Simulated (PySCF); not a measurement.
# C2H2F2O (SMILES FC1OC1F): MP2/ma-def2-TZVP

What is the vertical ionisation energy of C2H2F2O at MP2/ma-def2-TZVP? 

The results are computed with PySCF 2.14.0.

## Step 1: The molecule

C2H2F2O has 7 atoms, charge 0, and is taken as a singlet. As SMILES, `FC1OC1F`. The shape is that of a PBE0-D4/def2-TZVP optimisation.

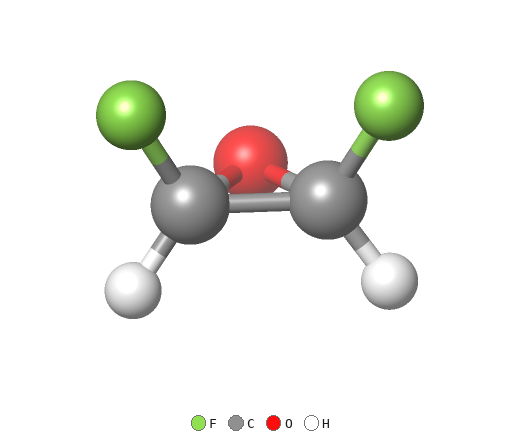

The structure, seen from a chosen angle (fluorine green, carbon grey, oxygen red, hydrogen white).

## Step 2: The energy at MP2/ma-def2-TZVP

The input, job.py:

```python
from pyscf import gto, scf, mp

molecule = gto.M(
    atom='''
F   -1.664000   0.243600   0.558700
C   -0.421700  -0.262000   0.552400
O   -0.074300  -0.991300  -0.585800
C    0.527200   0.256600  -0.415700
F    0.116200   1.216500  -1.257500
H   -0.164000  -0.696100   1.514300
H    1.606300   0.271400  -0.291800
''',
    spin=0,
    verbose=4,
    max_memory=1860,
    basis='ma-def2-tzvp',
)

mf = scf.RHF(molecule)
mf.conv_tol = 1e-10
mf.kernel()
if not mf.converged:
    mf = mf.newton().run(mf.mo_coeff, mf.mo_occ)

pt = mp.MP2(mf, frozen=5).run()
e_tot = pt.e_tot
print('E(%s) = %.9f' % ('MP2', e_tot))
```

The run is started by

```console
$ OMP_NUM_THREADS=1 python job.py
```

The program printed:

```text
PySCF version 2.14.0

[INPUT] num. atoms = 7
[INPUT] num. electrons = 40
[INPUT] charge = 0
[INPUT] spin (= nelec alpha-beta = 2S) = 0
[INPUT] symmetry False subgroup None
[INPUT] Mole.unit = angstrom
[INPUT] Symbol           X                Y                Z      unit          X                Y                Z       unit  Magmom
[INPUT]  1 F     -1.664000000000   0.243600000000   0.558700000000 AA   -3.144504271276   0.460337283944   1.055789985794 Bohr   0.0
[INPUT]  2 C     -0.421700000000  -0.262000000000   0.552400000000 AA   -0.796897506729  -0.495108244636   1.043884711210 Bohr   0.0
[INPUT]  3 O     -0.074300000000  -0.991300000000  -0.585800000000 AA   -0.140406651055  -1.873285507281  -1.107001563770 Bohr   0.0
[INPUT]  4 C      0.527200000000   0.256600000000  -0.415700000000 AA    0.996263612871   0.484903723563  -0.785559149982 Bohr   0.0
[INPUT]  5 F      0.116200000000   1.216500000000  -1.257500000000 AA    0.219586175674   2.298851830533  -2.376330601641 Bohr   0.0
[INPUT]  6 H     -0.164000000000  -0.696100000000   1.514300000000 AA   -0.309915084429  -1.315438355310   2.861612270429 Bohr   0.0
[INPUT]  7 H      1.606300000000   0.271400000000  -0.291800000000 AA    3.035467073889   0.512871670207  -0.551422083148 Bohr   0.0

nuclear repulsion = 185.007965386646
number of shells = 73
number of NR pGTOs = 266
number of NR cGTOs = 187
basis = ma-def2-tzvp
ecp = {}

******** <class 'pyscf.scf.hf.RHF'> ********
method = RHF
initial guess = minao
damping factor = 0
level_shift factor = 0
DIIS = <class 'pyscf.scf.diis.CDIIS'>
diis_start_cycle = 1
diis_space = 8
diis_damp = 0
SCF conv_tol = 1e-10
SCF conv_tol_grad = None
SCF max_cycles = 50
direct_scf = True
direct_scf_tol = 1e-13
Set gradient conv threshold to 1e-05
Initial guess from minao.
init E= -351.815871030829
  HOMO = -0.287942719741334  LUMO = 0.0502645004544039  gap/eV = 9.20309
cycle= 1 E= -350.568068515371  delta_E= 1.25  |g|= 0.906  |ddm|=  1.9
  HOMO = -0.500498115587838  LUMO = 0.0272090514265414  gap/eV = 14.35964
cycle= 2 E= -350.677879319049  delta_E= -0.11  |g|= 0.594  |ddm|= 0.839
  HOMO = -0.484231187739045  LUMO = 0.041847511951877  gap/eV = 14.31533
cycle= 3 E= -350.73415371134  delta_E= -0.0563  |g|= 0.0694  |ddm|= 0.279
  HOMO = -0.470783540305398  LUMO = 0.04380765293743  gap/eV = 14.00274
cycle= 4 E= -350.735584291116  delta_E= -0.00143  |g|= 0.024  |ddm|= 0.0768
  HOMO = -0.476686667063952  LUMO = 0.0439244919287524  gap/eV = 14.16655
cycle= 5 E= -350.735778978794  delta_E= -0.000195  |g|= 0.00779  |ddm|= 0.0285
  HOMO = -0.476310214325785  LUMO = 0.0438839864336425  gap/eV = 14.15521
cycle= 6 E= -350.735801903992  delta_E= -2.29e-05  |g|= 0.00329  |ddm|= 0.00986
  HOMO = -0.476141574941796  LUMO = 0.0439069552978106  gap/eV = 14.15124
cycle= 7 E= -350.735806740852  delta_E= -4.84e-06  |g|= 0.00085  |ddm|= 0.00482
  HOMO = -0.476187583073809  LUMO = 0.0439447937973969  gap/eV = 14.15352
cycle= 8 E= -350.73580710509  delta_E= -3.64e-07  |g|= 0.000166  |ddm|= 0.00143
  HOMO = -0.476166473805897  LUMO = 0.0439482100428034  gap/eV = 14.15304
cycle= 9 E= -350.735807120942  delta_E= -1.59e-08  |g|= 3.65e-05  |ddm|= 0.000272
  HOMO = -0.476164993394306  LUMO = 0.0439486827857166  gap/eV = 14.15301
cycle= 10 E= -350.73580712174  delta_E= -7.97e-10  |g|= 9.66e-06  |ddm|= 7.18e-05
  HOMO = -0.476165624874376  LUMO = 0.0439485241164249  gap/eV = 14.15303
cycle= 11 E= -350.735807121802  delta_E= -6.25e-11  |g|= 2.3e-06  |ddm|= 2.07e-05
  HOMO = -0.476165682907979  LUMO = 0.0439485212663158  gap/eV = 14.15303
Extra cycle  E= -350.735807121804  delta_E= -2.16e-12  |g|= 1e-06  |ddm|= 3.01e-06
converged SCF energy = -350.735807121804

******** <class 'pyscf.mp.mp2.RMP2'> ********
nocc = 15, nmo = 182
frozen orbitals 5
E(RMP2) = -351.779527920401  E_corr = -1.04372079859659
E(SCS-RMP2) = -351.752799080797  E_corr = -1.0169919589931
E_corr(same-spin) = -0.271699614603237
E_corr(oppo-spin) = -0.772021183993348
E(MP2) = -351.779527920
```

Wall time 23 s (1 thread of Arm Neoverse V1, shared host); peak memory 1.6 GiB.

## Step 3: The doublet cation at the same level

The input, run.py:

```python
from pyscf import gto, scf, mp

mol = gto.M(
    atom=[
    ('F', (-1.664000, 0.243600, 0.558700)),
    ('C', (-0.421700, -0.262000, 0.552400)),
    ('O', (-0.074300, -0.991300, -0.585800)),
    ('C', (0.527200, 0.256600, -0.415700)),
    ('F', (0.116200, 1.216500, -1.257500)),
    ('H', (-0.164000, -0.696100, 1.514300)),
    ('H', (1.606300, 0.271400, -0.291800)),
],
    basis='ma-def2-tzvp',
    spin=1,
    verbose=4,
    charge=1,
    max_memory=1860,
)

mf = scf.UHF(mol)
mf.conv_tol = 1e-10
mf.kernel()
if not mf.converged:
    mf = mf.newton().run(mf.mo_coeff, mf.mo_occ)

pt = mp.MP2(mf, frozen=5).run()
etot = pt.e_tot
print('E(%s) = %.9f' % ('MP2', etot))
```

The run is started by

```console
$ OMP_NUM_THREADS=1 python run.py
```

The program printed:

```text
PySCF version 2.14.0

[INPUT] num. atoms = 7
[INPUT] num. electrons = 39
[INPUT] charge = 1
[INPUT] spin (= nelec alpha-beta = 2S) = 1
[INPUT] symmetry False subgroup None
[INPUT] Mole.unit = angstrom
[INPUT] Symbol           X                Y                Z      unit          X                Y                Z       unit  Magmom
[INPUT]  1 F     -1.664000000000   0.243600000000   0.558700000000 AA   -3.144504271276   0.460337283944   1.055789985794 Bohr   0.0
[INPUT]  2 C     -0.421700000000  -0.262000000000   0.552400000000 AA   -0.796897506729  -0.495108244636   1.043884711210 Bohr   0.0
[INPUT]  3 O     -0.074300000000  -0.991300000000  -0.585800000000 AA   -0.140406651055  -1.873285507281  -1.107001563770 Bohr   0.0
[INPUT]  4 C      0.527200000000   0.256600000000  -0.415700000000 AA    0.996263612871   0.484903723563  -0.785559149982 Bohr   0.0
[INPUT]  5 F      0.116200000000   1.216500000000  -1.257500000000 AA    0.219586175674   2.298851830533  -2.376330601641 Bohr   0.0
[INPUT]  6 H     -0.164000000000  -0.696100000000   1.514300000000 AA   -0.309915084429  -1.315438355310   2.861612270429 Bohr   0.0
[INPUT]  7 H      1.606300000000   0.271400000000  -0.291800000000 AA    3.035467073889   0.512871670207  -0.551422083148 Bohr   0.0

nuclear repulsion = 185.007965386646
number of shells = 73
number of NR pGTOs = 266
number of NR cGTOs = 187
basis = ma-def2-tzvp
ecp = {}

******** <class 'pyscf.scf.uhf.UHF'> ********
method = UHF
initial guess = minao
damping factor = 0
level_shift factor = 0
DIIS = <class 'pyscf.scf.diis.CDIIS'>
diis_start_cycle = 1
diis_space = 8
diis_damp = 0
SCF conv_tol = 1e-10
SCF conv_tol_grad = None
SCF max_cycles = 50
direct_scf = True
direct_scf_tol = 1e-13
number electrons alpha = 20  beta = 19
Set gradient conv threshold to 1e-05
init E= -351.815871030828
[... the frontier-level lines of each cycle are left out ...]

cycle= 1 E= -350.005626351529  delta_E= 1.81  |g|= 0.806  |ddm|= 1.33
cycle= 2 E= -350.187596367435  delta_E= -0.182  |g|= 0.598  |ddm|= 0.757
cycle= 3 E= -350.307549752268  delta_E= -0.12  |g|= 0.0847  |ddm|= 0.286
cycle= 4 E= -350.312175598582  delta_E= -0.00463  |g|= 0.0345  |ddm|= 0.0757
cycle= 5 E= -350.31400145878  delta_E= -0.00183  |g|= 0.0186  |ddm|= 0.0455
cycle= 6 E= -350.315029138382  delta_E= -0.00103  |g|= 0.0139  |ddm|= 0.0347
cycle= 7 E= -350.315552839439  delta_E= -0.000524  |g|= 0.00917  |ddm|= 0.026
cycle= 8 E= -350.315962743611  delta_E= -0.00041  |g|= 0.00482  |ddm|= 0.034
cycle= 9 E= -350.316061690187  delta_E= -9.89e-05  |g|= 0.00261  |ddm|= 0.0177
cycle= 10 E= -350.316092058059  delta_E= -3.04e-05  |g|= 0.00224  |ddm|= 0.00701
[... cycles 11 to 40 left out ...]
cycle= 41 E= -350.316173707838  delta_E= 0.000387  |g|= 0.00357  |ddm|= 0.138
cycle= 42 E= -350.316401434877  delta_E= -0.000228  |g|= 0.00392  |ddm|= 0.0801
cycle= 43 E= -350.315568641859  delta_E= 0.000833  |g|= 0.0188  |ddm|= 0.154
cycle= 44 E= -350.316453454187  delta_E= -0.000885  |g|= 0.00448  |ddm|= 0.175
cycle= 45 E= -350.316398769583  delta_E= 5.47e-05  |g|= 0.00432  |ddm|= 0.0215
cycle= 46 E= -350.316393746022  delta_E= 5.02e-06  |g|= 0.00429  |ddm|= 0.00206
cycle= 47 E= -350.316395709527  delta_E= -1.96e-06  |g|= 0.00429  |ddm|= 0.000768
cycle= 48 E= -350.316305863714  delta_E= 8.98e-05  |g|= 0.00482  |ddm|= 0.0338
cycle= 49 E= -350.316314418118  delta_E= -8.55e-06  |g|= 0.00448  |ddm|= 0.00249
cycle= 50 E= -350.316341120351  delta_E= -2.67e-05  |g|= 0.00452  |ddm|= 0.0105
SCF not converged.
SCF energy = -350.316341120351 after 50 cycles  <S^2> = 0.77205229  2S+1 = 2.021932

******** <class 'pyscf.soscf.newton_ah.SecondOrderUHF'> ********
method = SecondOrderUHF
initial guess = minao
damping factor = 0
level_shift factor = 0
DIIS = <class 'pyscf.scf.diis.CDIIS'>
diis_start_cycle = 1
diis_space = 8
diis_damp = 0
SCF conv_tol = 1e-10
SCF conv_tol_grad = None
SCF max_cycles = 50
direct_scf = True
direct_scf_tol = 1e-13
number electrons alpha = 20  beta = 19
******** <class 'pyscf.scf.uhf.UHF'> Newton solver flags ********
SCF tol = 1e-10
conv_tol_grad = None
max. SCF cycles = 50
direct_scf = True
direct_scf_tol = 1e-13
max_cycle_inner = 12
max_stepsize = 0.05
ah_start_tol = 1e+09
ah_level_shift = 0
ah_conv_tol = 1e-12
ah_lindep = 1e-14
ah_start_cycle = 1
ah_max_cycle = 40
ah_grad_trust_region = 2.5
kf_interval = 4
kf_trust_region = 5
canonicalization = True
Set conv_tol_grad to 1e-05
Initial guess E= -350.316341120351  |g|= 0.00452351
macro= 0  E= -350.318329044312  delta_E= -0.00198792  |g|= 0.00802288  3 KF 15 JK
macro= 1  E= -350.325084408753  delta_E= -0.00675536  |g|= 0.108792  3 KF 19 JK
macro= 2  E= -350.327428860336  delta_E= -0.00234445  |g|= 0.00151513  4 KF 14 JK
macro= 3  E= -350.327431232831  delta_E= -2.3725e-06  |g|= 1.08135e-05  3 KF 14 JK
macro= 4  E= -350.327431232832  delta_E= -4.54747e-13  |g|= 3.88855e-06  1 KF 2 JK
Canonicalize SCF orbitals
macro X = 5  E=-350.327431232832  |g|= 3.88855e-06  total 15 KF 70 JK
converged SCF energy = -350.327431232832  <S^2> = 0.76271766  2S+1 = 2.0126775

******** <class 'pyscf.mp.ump2.UMP2'> ********
nocc = (np.int64(15), np.int64(14)), nmo = (182, 182)
frozen orbitals 5
E(UMP2) = -351.307979234464  E_corr = -0.980548001631922
E(SCS-UMP2) = -351.285775544464  E_corr = -0.958344311631898
E_corr(same-spin) = -0.251899950376626
E_corr(oppo-spin) = -0.728648051255296
E(MP2) = -351.307979234
```

Wall time 4.1 min (1 thread of Arm Neoverse V1, shared host); peak memory 2.5 GiB.

## Step 4: Outcome

At MP2/ma-def2-TZVP, 5 core orbitals frozen:

| quantity | value |
| --- | --- |
| singlet C2H2F2O: total energy | -351.77953 Eh |
| singlet C2H2F2O: dipole moment (Hartree–Fock density) | 3.21 D |
| singlet C2H2F2O: HOMO energy (Hartree–Fock orbitals) | -12.96 eV |
| singlet C2H2F2O: LUMO energy (Hartree–Fock orbitals) | 1.20 eV |
| singlet C2H2F2O: HOMO–LUMO gap (Hartree–Fock orbitals) | 14.15 eV |
| singlet C2H2F2O: correlation energy (5 core orbitals frozen) | -1043.7 mEh |
| doublet cation: total energy | -351.30798 Eh |
| doublet cation: HOMO energy (Hartree–Fock orbitals) (highest over α and β) | -21.22 eV |
| doublet cation: LUMO energy (Hartree–Fock orbitals) (lowest over α and β) | -8.45 eV |
| doublet cation: correlation energy (5 core orbitals frozen) | -980.5 mEh |
| doublet cation: ⟨S²⟩ of the reference determinant | 0.763 |
| vertical ionisation energy (to the doublet cation) | 12.831 eV |

**Reading.** The vertical ionisation energy comes to 12.83 eV (296 kcal/mol). Mulliken charges (doublet cation) of the mean-field density run from -0.16 on F5 to +0.34 on C4; they depend strongly on the basis.
